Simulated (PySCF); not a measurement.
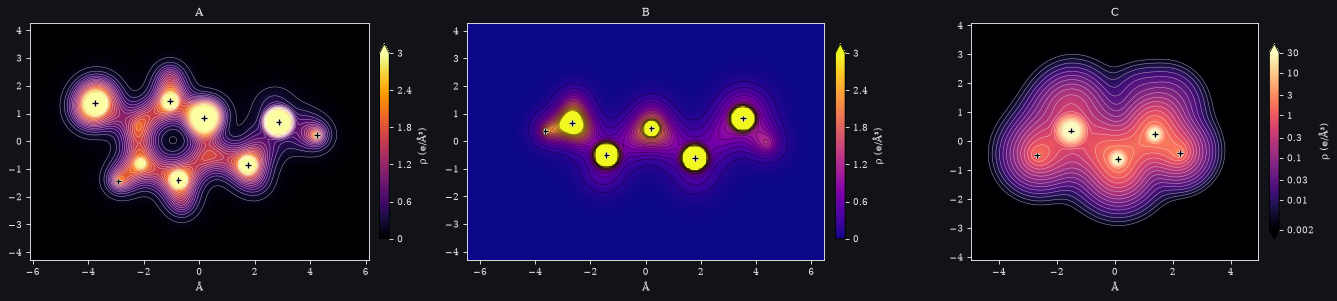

The total electron density of 3 systems, each on a plane through atoms (crosses mark nuclei in the plane).

Level of theory: PBE0/pcSseg-1, SCF density, gas phase, non-relativistic in PySCF 2.14.0.

System 1: C$_{2}$H$_{12}$NPSi$_{2}$, the plane of atoms P3, Si2 and C4. Geometry: GFN2-xTB.

```
atom    x (Å)    y (Å)    z (Å)
   C  -1.9811  -1.2735  -0.1112
  Si  -1.1534   0.3598   0.3993
   P  -2.4047   2.0399  -0.4415
   C   0.5745   0.5374  -0.3657
  Si   1.8697  -0.6848   0.2850
   N   3.2816  -0.4159  -0.6658
   H  -1.3727  -2.1231   0.1797
   H  -2.9566  -1.3852   0.3527
   H  -2.1233  -1.3165  -1.1873
   H  -1.0746   0.4157   1.8731
   H  -3.4543   1.8708   0.4420
   H  -1.8270   3.0189   0.3462
   H   0.4923   0.4229  -1.4465
   H   0.9276   1.5556  -0.2002
   H   2.0313  -0.4723   1.7337
   H   1.5004  -2.0785   0.0359
   H   4.0914  -0.9942  -0.5143
   H   3.5702   0.5294  -0.8599
```

System 2: C$_{6}$H$_{13}$ClOSi, the plane of atoms C2, Si1 and H12. Geometry: GFN2-xTB.

```xyz
22

Si   -2.9538    0.5863   -0.4600
C    -1.8349   -0.8206    0.1767
C    -0.4189   -0.5247   -0.2810
C     0.6695   -1.2108    0.5472
C     2.0515   -0.7543    0.0761
C     2.0980    0.7669    0.1230
Cl    3.6450    1.3666   -0.5314
C     0.9451    1.3496   -0.6961
O    -0.2827    0.8876   -0.2024
H    -2.6706    0.8283   -1.8750
H    -2.7998    1.7963    0.3379
H    -4.3364    0.1017   -0.3382
H    -2.1464   -1.7982   -0.1861
H    -1.8656   -0.8552    1.2653
H    -0.3036   -0.8252   -1.3372
H     0.5751   -2.2930    0.4529
H     0.5330   -0.9408    1.5968
H     2.8339   -1.1771    0.7083
H     2.2246   -1.0903   -0.9494
H     2.0342    1.1213    1.1554
H     1.0706    1.0662   -1.7530
H     0.9219    2.4390   -0.6214
```

System 3: C$_{2}$H$_{8}$FNSi, the plane of atoms C3, C2 and H9. Geometry: GFN2-xTB.

```xyz
13

N    -1.6362    0.7065   -0.4673
C    -1.1240   -0.5933   -0.0874
C     0.1977   -0.5779    0.7050
Si    1.6605    0.2124   -0.2121
F     1.4263    1.8121   -0.2585
H    -0.9852    1.1809   -1.0838
H    -1.7535    1.2904    0.3543
H    -0.9950   -1.1788   -1.0022
H    -1.8978   -1.0823    0.5141
H     0.0284   -0.0482    1.6473
H     0.4481   -1.6058    0.9717
H     1.7162   -0.1744   -1.6149
H     2.9101    0.0590    0.5162
```

### Which map belongs to which system?

Panel A is system 2, C$_{6}$H$_{13}$ClOSi: the plane holds Si, C, Cl, O and H. C–O (1.40 Å): ρ is about 2.1 e/Å³ halfway, with its minimum of 1.8 e/Å³ about 0.5 Å from C. Panel B is system 1, C$_{2}$H$_{12}$NPSi$_{2}$: the plane holds Si, P, C, N and H. Si–N (1.72 Å): ρ is about 1.1 e/Å³ halfway. Panel C is system 3, C$_{2}$H$_{8}$FNSi: the plane holds C, Si and H. C–C (1.54 Å): the density is about 1.6 e/Å³ at the midpoint.
